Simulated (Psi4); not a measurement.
# C3H7F (2-fluoropropane) at wB97X/cc-pVDZ

Aim: the vertical ionisation energy of C3H7F (2-fluoropropane) at wB97X/cc-pVDZ, from 2 runs. 

The calculation is run with Psi4 1.11.

2 further runs of the same task are left out: 2 set aside as unsound or not needed.

### Step 1. The system as given

C3H7F has 11 atoms, charge 0, and is taken as a singlet. As SMILES, `CC(C)F`. Geometry: relaxed at PBE0-D4/def2-TZVP.

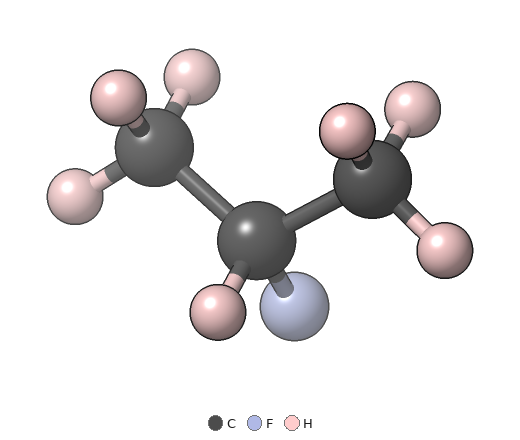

The structure, seen from a chosen angle (carbon dark grey, fluorine light blue, hydrogen pink).

### Step 2. Energy and forces at wB97X/cc-pVDZ

Input file calc.inp:

```
memory 1600 MB

molecule mol {
  0 1
  C     -0.234500     1.045100    -0.703000
  C     -0.479600    -0.306600    -0.081300
  C      0.626400    -0.766200     0.834700
  F     -0.614100    -1.242400    -1.108400
  H     -1.041900     1.303400    -1.390000
  H     -0.180600     1.814100     0.071000
  H      0.707700     1.043900    -1.256000
  H     -1.436600    -0.307200     0.453700
  H      1.578500    -0.788700     0.299400
  H      0.417300    -1.766700     1.216600
  H      0.722800    -0.085600     1.683800
  symmetry c1
}

set basis cc-pVDZ
set puream true
set e_convergence 1e-09
set d_convergence 1e-08
set scf_type pk
set dft_radial_points 99
set dft_spherical_points 590

e_tot, wfn = gradient('wb97x', return_wfn=True)
print_variables()
```

Started as:

```console
$ psi4 -i calc.inp -o calc.out -n 1
```

calc.out, shortened:

```text
[...]
  Running in c1 symmetry.
[...]
  Nuclear repulsion =  133.058599214639941
[...]
  Multiplicity = 1
[...]
  Nalpha       = 17
  Nbeta        = 17
[...]
    Number of basis functions: 91
[...]
   @RKS iter   1:  -218.18392660878973   -4.72885e-01   5.84139e-03 DIIS/ADIIS
[...]
   @RKS iter  11:  -218.33296555035878   -5.03064e-12   3.20463e-09 DIIS
[...]
    Orbital Energies [Eh]
    ---------------------
    Doubly Occupied:
       1A    -24.717542     2A    -10.339749     3A    -10.264439
       4A    -10.264411     5A     -1.296287     6A     -0.919332
       7A     -0.827566     8A     -0.715120     9A     -0.613758
      10A     -0.576878    11A     -0.565038    12A     -0.506799
      13A     -0.501210    14A     -0.490028    15A     -0.475445
      16A     -0.425609    17A     -0.420105
[...]
  @RKS Final Energy:  -218.33296555035878
   => Energetics <=
    Nuclear Repulsion Energy =            133.0585992146399406
    One-Electron Energy =                -561.4278856172652468
    Two-Electron Energy =                 230.4422556268542053
    DFT Exchange-Correlation Energy =     -20.4059347745876636
    Empirical Dispersion Energy =           0.0000000000000000
    VV10 Nonlocal Energy =                  0.0000000000000000
    Total Energy =                       -218.3329655503587787
[...]
 Multipole Moments:
 ------------------------------------------------------------------------------------
     Multipole            Electronic (a.u.)      Nuclear  (a.u.)        Total (a.u.)
 ------------------------------------------------------------------------------------
 L = 1.  Multiply by 2.5417464519 to convert [e a0] to [Debye]
 Dipole X            :         -2.2718248            2.3802645            0.1084397
 Dipole Y            :         -3.8885602            4.3660588            0.4774986
 Dipole Z            :         -3.3084556            3.8102795            0.5018239
 Magnitude           :                                                    0.7011357
[...]
  -Total Gradient:
     Atom            X                  Y                   Z
    ------   -----------------  -----------------  -----------------
       1        0.000560948563     0.001781218237    -0.001737958512
       2       -0.001173429911     0.000309576713     0.001081924753
       3        0.001986555593    -0.001302627657     0.000840867554
       4       -0.000102290751     0.002913613948     0.003474020363
       5        0.004047902785    -0.001163137885     0.003681601386
       6       -0.000371881272    -0.004229592566    -0.003885846987
       7       -0.004899929292     0.000103094389     0.003098022713
       8        0.004648258766    -0.000515319630    -0.003215980178
       9       -0.004998738155     0.000305188378     0.002931462926
      10        0.001019208385     0.005217127616    -0.001752085708
      11       -0.000725001230    -0.003420714484    -0.004513222766
[...]
```

Run time: 31 s. Hardware: 1 thread of Intel Xeon 6975P-C (Granite Rapids), shared host; peak memory 0.95 GiB.

### Step 3. The doublet cation: the energy at U-wB97X/cc-pVDZ

Input file input.json:

```json
{
 "schema_name": "qcschema_input",
 "schema_version": 1,
 "molecule": {
  "schema_name": "qcschema_molecule",
  "schema_version": 2,
  "symbols": ["C", "C", "C", "F", "H", "H", "H", "H", "H", "H", "H"],
  "geometry": [-0.44314078, 1.97495277, -1.32847747, -0.90631265, -0.57939003, -0.15363473, 1.18372444, -1.44790816, 1.5773544, -1.16048081, -2.34779574, -2.09457244, -1.96890565, 2.46306903, -2.62671931, -0.34128454, 3.42815216, 0.13417055, 1.33735918, 1.9726851, -2.37349601, -2.71478055, -0.58052387, 0.85736874, 2.98293269, -1.49042699, 0.565784, 0.78858271, -3.33857914, 2.2990408, 1.36589404, -0.16176056, 3.18192085],
  "molecular_charge": 1,
  "molecular_multiplicity": 2,
  "fix_symmetry": "c1"
 },
 "driver": "energy",
 "model": {
  "method": "wb97x",
  "basis": "cc-pVDZ"
 },
 "keywords": {
  "reference": "uks",
  "puream": true,
  "e_convergence": 1e-09,
  "d_convergence": 1e-08,
  "scf_type": "pk",
  "dft_radial_points": 99,
  "dft_spherical_points": 590,
  "maxiter": 200,
  "scf_properties": ["WIBERG_LOWDIN_INDICES", "MAYER_INDICES", "MULLIKEN_CHARGES"]
 }
}
```

Started as:

```console
$ psi4 --qcschema input.json -n 1 --memory 1600MB
```

stdout, shortened:

```text
[...]
  Running in c1 symmetry.
[...]
  Nuclear repulsion =  133.058599243021121
[...]
  Multiplicity = 2
[...]
  Nalpha       = 17
  Nbeta        = 16
[...]
    Number of basis functions: 91
[...]
   @UKS iter   1:  -217.78889390007822   -7.78527e-02   5.06183e-03 DIIS/ADIIS
[...]
   @UKS iter  23:  -217.90401005195943   -9.77423e-11   9.81236e-09 DIIS
[...]
   @S^2 Observed:                7.534469701E-01
[...]
  @UKS Final Energy:  -217.90401005195943
   => Energetics <=
    Nuclear Repulsion Energy =            133.0585992430211206
    One-Electron Energy =                -552.1861007332756799
    Two-Electron Energy =                 221.4127505364698720
    DFT Exchange-Correlation Energy =     -20.1892590981747730
    Empirical Dispersion Energy =           0.0000000000000000
    VV10 Nonlocal Energy =                  0.0000000000000000
    Total Energy =                       -217.9040100519594318
[...]
 Multipole Moments:
 ------------------------------------------------------------------------------------
     Multipole            Electronic (a.u.)      Nuclear  (a.u.)        Total (a.u.)
 ------------------------------------------------------------------------------------
 L = 1.  Multiply by 2.5417464519 to convert [e a0] to [Debye]
 Dipole X            :         -2.3415492            2.3802645            0.0387152
 Dipole Y            :         -3.6515610            4.3660588            0.7144978
 Dipole Z            :         -2.9917495            3.8102795            0.8185300
 Magnitude           :                                                    1.0871970
[...]
  Mulliken Charges: (a.u.)
   Center  Symbol    Alpha    Beta     Spin     Total
       1     C     3.06857  2.97658  0.09199 -0.04515
       2     C     3.04895  2.92323  0.12573  0.02782
       3     C     3.06810  2.97729  0.09081 -0.04539
       4     F     4.66126  4.35321  0.30805 -0.01447
       5     H     0.43852  0.42801  0.01051  0.13348
       6     H     0.43916  0.43856  0.00060  0.12228
       7     H     0.45344  0.39026  0.06318  0.15631
       8     H     0.49062  0.25620  0.23442  0.25317
       9     H     0.45353  0.39022  0.06331  0.15625
      10     H     0.43866  0.42779  0.01086  0.13355
      11     H     0.43920  0.43865  0.00055  0.12215
[...]
```

The result, in JSON:

```text
{
 "driver": "energy",
 "model": {
  "method": "wb97x",
  "basis": "cc-pVDZ"
 },
 "success": true,
 "return_result": -217.90401005195943,
 "properties": {
  "calcinfo_nbasis": 91,
  "calcinfo_nmo": 91,
  "calcinfo_nalpha": 17,
  "calcinfo_nbeta": 16,
  "calcinfo_natom": 11,
  "nuclear_repulsion_energy": 133.05859924302112,
  "return_energy": -217.90401005195943,
  "scf_one_electron_energy": -552.1861007332757,
  "scf_two_electron_energy": 221.41275053646987,
  "scf_xc_energy": -20.189259098174773,
  "scf_dipole_moment": [0.038715227369024774, 0.714497846090361, 0.818529990255036],
  "scf_total_energy": -217.90401005195943,
  "scf_iterations": 23
 }
}
```

Run time: 53 s. Hardware: 1 thread of Intel Xeon 6975P-C (Granite Rapids), shared host; peak memory 0.94 GiB.

### Step 4. Summary of results

At wB97X/cc-pVDZ:

| quantity | value |
| --- | --- |
| singlet C3H7F: total energy | -218.33297 Eh |
| singlet C3H7F: dipole moment | 1.78 D |
| singlet C3H7F: HOMO energy | -11.43 eV |
| singlet C3H7F: LUMO energy | 4.07 eV |
| singlet C3H7F: HOMO–LUMO gap | 15.51 eV |
| singlet C3H7F: largest force on an atom | 0.298 eV/Å |
| doublet cation: total energy | -217.90401 Eh |
| doublet cation: HOMO energy (highest over α and β) | -18.75 eV |
| doublet cation: LUMO energy (lowest over α and β) | -11.90 eV |
| doublet cation: ⟨S²⟩ | 0.753 |
| vertical ionisation energy (to the doublet cation) | 11.672 eV |

In words: The vertical ionisation energy comes to 11.67 eV (1126 kJ/mol). The largest force (singlet C3H7F) is 0.30 eV/Å: the shape isn't a stationary point for this species at this level. The negative HOMO energy of the first species, 11.43 eV, lies 0.24 eV below that difference.
